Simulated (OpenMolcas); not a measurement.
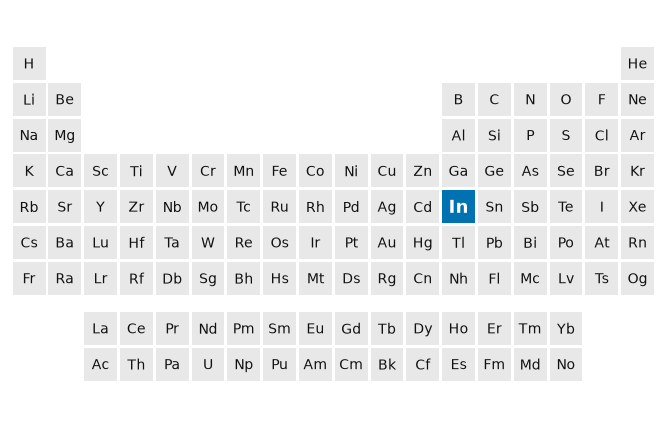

*The place of indium in the periodic table.*

# Multiconfigurational calculation, with input and output: In²⁺

In²⁺. Level asked for: state-averaged CASSCF, active space 1 electron in the shells 5s 5p, basis ANO-R1, X2C scalar Hamiltonian, spin-orbit coupling by RASSI with atomic mean-field integrals (OpenMolcas).

## Input
```
&GATEWAY
Coord
1

In 0.0 0.0 0.0
Basis=ANO-R1
Group=XYZ
NoMove
AngMom=0.0 0.0 0.0
AMFI
&SEWARD
&RASSCF
FileOrb=start.orb
Symmetry=1
Spin=3
nActEl=1 0 0
Inactive=14 9
Ras2=1 3
CIRoot=1 1 1
SDav=1
CIMx=300
Iter=78 100
PrWF=0.3
OrbListing=Nothing
MaxOrb=0
Atom
CIOnly
>>> COPY $Project.JobIph JOB001
```

The file start.orb holds starting orbitals from an earlier step.

Run as:
```bash
OMP_NUM_THREADS=1 MOLCAS_MEM=2252 MOLCAS_PROJECT=a pymolcas a.inp > a.log  # once for each step of the input, in one work folder
```

## Log (extracts)
```
--- SEWARD ---
Basis set label: IN.ANO-R...6S5P3D1F.

      Electronic valence basis set:
      ------------------
      Associated Effective Charge  49.000000 au
      Associated Actual Charge     49.000000 au
      Nuclear Model: Finite nucleus - Gaussian distribution
        Gaussian exponent, Xi/bohr**(-2):  1.95486E+08

      Shell  nPrim  nBasis  Cartesian Spherical Contaminant
         s      23       6        X
         p      18       5        X
         d      12       3                 X
         f       6       1                 X
                  Relativistic X2C integrals
                  Atomic mean-field integrals
--- RASSCF ---

 Nr of active orbitals     NAC=   4
 Spin degeneracy         ISPIN=   3
 There can be no such wave function.
 ************************************************
--- Stop Module: rasscf at  /rc=_RC_INPUT_ERROR_ ---
.####################.
.# User input error #.
.####################.
```

## Outcome

| quantity | value |
| --- | --- |
| outcome | refused by the program |
| hardware | 1 thread of Arm Neoverse V2, 24 GiB of memory available, shared host |

## Diagnosis

The input is odd on purpose: wrong spin. The program refused the input; the driver noted: RASSCF spin 2: _RC_INPUT_ERROR_.
